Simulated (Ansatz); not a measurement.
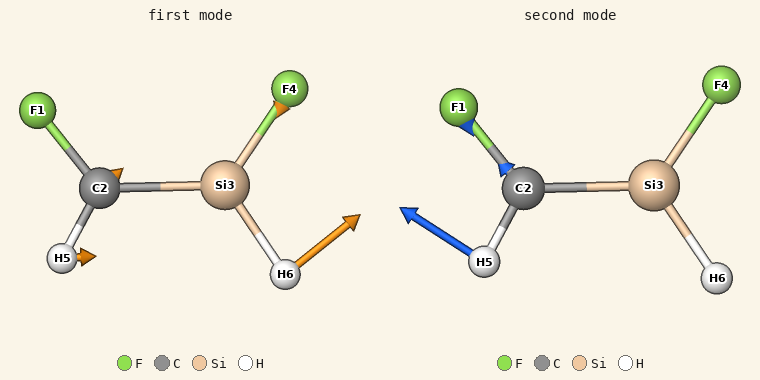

The system is CH2F2Si, SMILES FC=[SiH]F; the picture shows the reference structure; its two panels give the patterns of the first and the second mode as arrows. First axis: normal mode 7 (864 cm⁻¹). Second axis: normal mode 9 (1243 cm⁻¹). Nothing is relaxed (straight displacements along the two mass-weighted modes). The scan uses an 11 × 11 grid. Points are written as (first, second). Energies are in kJ/mol, from the lowest grid point. Method: Ansatz 0.2.0, RKS BHLYP-D4/def2-TZVP.

Its coordinates:

```yaml
atoms:
  - { symbol: F, position_ang: [1.1122, -1.4082, -0.8849] }
  - { symbol: C, position_ang: [0.7408, -0.1851, -0.4818] }
  - { symbol: Si, position_ang: [-0.6296, 0.2188, 0.4183] }
  - { symbol: F, position_ang: [-1.7087, -0.7995, 0.9362] }
  - { symbol: H, position_ang: [1.4226, 0.5898, -0.7903] }
  - { symbol: H, position_ang: [-0.9372, 1.5842, 0.8024] }
```

Range: normal mode 7 (864 cm⁻¹) from −0.661 to 0.661 amu½·Å; normal mode 9 (1243 cm⁻¹) from −0.459 to 0.459 amu½·Å.

Predict the map.

Answer. The lowest grid point is at (0.000 amu½·Å, 0.000 amu½·Å). No other kind of well shows on this grid. The highest grid point, (0.661 amu½·Å, 0.459 amu½·Å), lies 145 kJ/mol above the lowest.

```tsv
normal mode 9 (1243 cm⁻¹) ↓, normal mode 7 (864 cm⁻¹) →	−0.661	−0.529	−0.397	−0.264	−0.132	0.000	0.132	0.264	0.397	0.529	0.661
0.459	117	99	85	75	70	69	73	81	96	117	145
0.368	93	75	60	50	44	42	46	54	68	88	115
0.276	75	56	42	31	25	23	26	34	47	67	94
0.184	63	44	29	18	12	10	12	20	33	53	79
0.092	56	37	22	11	5	2	5	12	25	45	71
0.000	53	35	20	9	2	0	2	10	23	42	68
−0.092	55	36	22	11	4	2	5	12	25	44	70
−0.184	61	42	28	17	11	9	11	19	32	51	77
−0.276	70	52	37	27	21	19	22	30	43	62	88
−0.368	82	64	50	40	35	33	36	44	58	77	104
−0.459	97	80	66	57	51	50	54	62	76	96	123
```

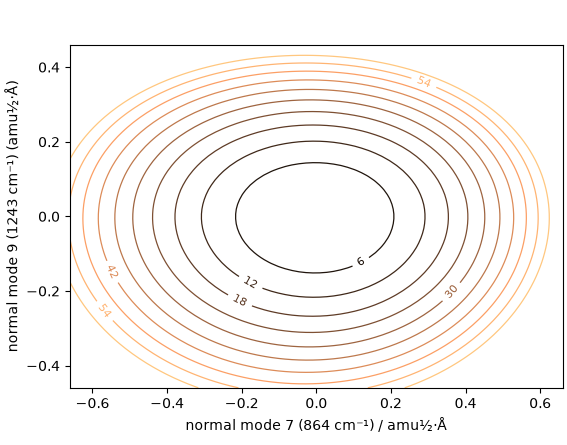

The picture shows contour lines labelled in kJ/mol (none above 60). Between grid points the surface is interpolated.

Time for the 121 points that were run: 9.9 min on 1 thread of Arm Neoverse V2 (shared host).
